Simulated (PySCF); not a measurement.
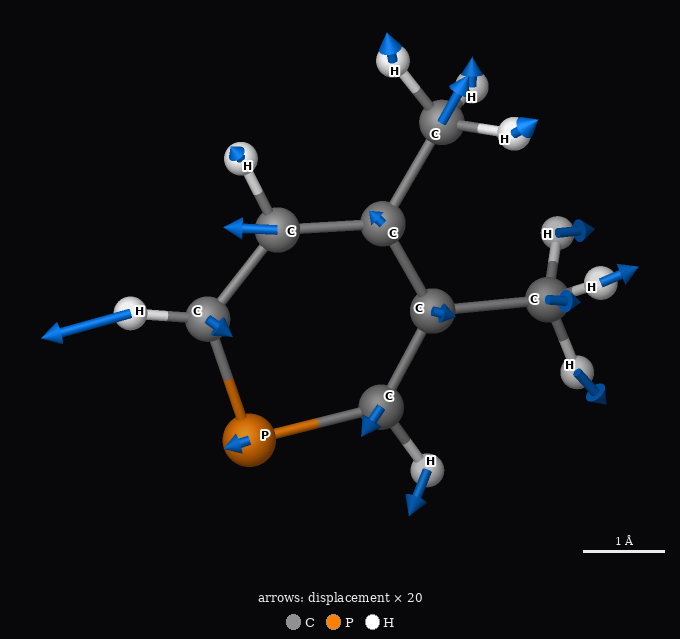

This is a relaxation of C7H9P. The starting structure is drawn; blue arrows show the displacements, 20 times their true length. The two geometries are superimposed by the best rigid fit.

A ball-and-stick model, seen at a tilt.

The start comes from GFN2-xTB. Its atoms were then displaced at random by about 0.01 Å.

Computed with PBE0-D3(BJ)/def2-SVP geometry optimisation, gas phase (PySCF). 

### Which element moves most?

Hydrogen: up to 0.058 Å, against 0.035 Å for carbon.

### What happened in the run?

After 6 geometry steps the energy has fallen by 19.0 kJ/mol. The atom that moves furthest after the best rigid fit is an H atom (0.058 Å). Largest moves by element: H 0.058 Å, C 0.035 Å, P 0.017 Å. Among the contacts that change: C–H 1.026 → 1.096 Å, C–C 1.469 → 1.501 Å, C–C 1.370 → 1.395 Å, C–C 1.392 → 1.414 Å. Among the angles between lasting bonds that change: C–C–H 114.8° → 118.0°, C–C–P 122.1° → 124.9°. The run took 4.5 min on 1 thread of Arm Neoverse V2 (shared host).
